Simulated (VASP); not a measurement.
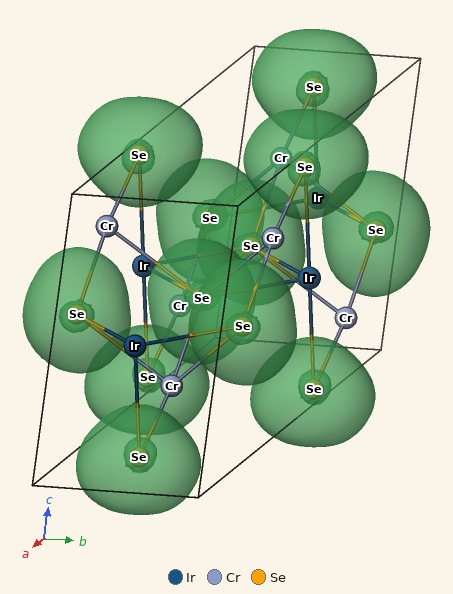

Figure. Cr2IrSe4. Isosurface of the ELF at 0.65 (green), seen slightly off an axis. Only the valence region is drawn (cores and ρ < 0.01 e/Å³ removed). Sticks mark near contacts.

Space group C2/m; a generated structure, not necessarily the stable one; not relaxed (largest force 1.3 eV/Å); computed pressure about −5 GPa in this cell.

Theory: Kohn-Sham DFT of a periodic cell, PBE, VASP PAW PBE potentials, recommended (VASP).

### What do the ELF domains correspond to?

The ELF exceeds this value in eight regions wrapped around Se (the valence shell of each), counted in one cell of 14 atoms. Any copies at cell faces, edges or corners count once.

Values along the shortest contacts:
Ir–Se (2.48 Å): the ELF is about 0.50 at the midpoint. Cr–Se (2.53 Å): the ELF is about 0.55 at the midpoint.
